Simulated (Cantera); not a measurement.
Input: 1 mol SiCl4, 1.1 mol N2, 7.8 mol H2, held at 0.450 bar.

Equilibrium computed with Cantera from the NASA thermochemical tables; the gas is ideal and each condensed phase is pure. Candidate condensed phases: NH4Cl, Si, Si3N4; 28 gas species. N2 is the only nitrogen source here; it is nearly inert below about 1500 K, so the nitride shown seldom forms there in practice. The tables' values for SiCl3 are old estimates; treat these amounts as uncertain. Rates play no part.

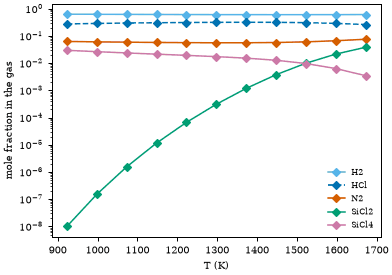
*Equilibrium gas composition (values under 1e-9 drawn at 1e-9)*

**Question.** Read off the mole fractions at 1148 K.

**Answer.** H2 about 0.61, HCl about 0.31, N2 about 0.058, SiCl4 about 0.021, SiCl2 about 1.2e-5.
